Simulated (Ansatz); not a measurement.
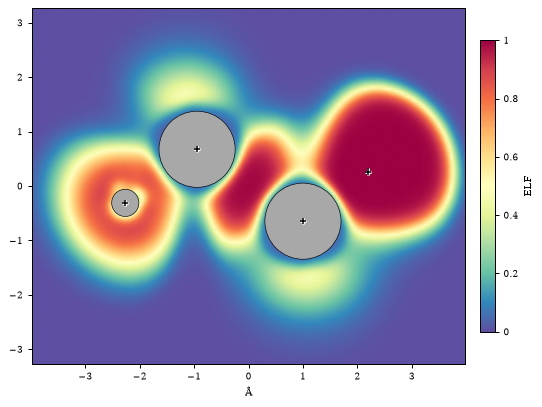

The ELF on a plane through atoms (crosses mark nuclei in the plane; grey discs cover the cores).

Computed with isolated molecule in a Gaussian basis; Kohn-Sham density functional theory, functional PBE0 in Ansatz.

Candidates:
A. FH5Si2 (SMILES F[SiH2][SiH3])
B. H5MgNSi (SMILES [NH2+]1[MgH-][SiH2]1)
C. CH6FGeNO

Which candidate gave the map?

Candidate A: FH5Si2 on the plane of atoms F1, Si2 and Si3, which holds F, Si and H. Si–F (1.65 Å): the ELF peaks at about 0.85 in the valence shell of F, 0.6 Å from its nucleus, and is about 0.55 at the midpoint. Si–Si (2.35 Å): the ELF peaks at about 1 between the atoms; a covalent bond.
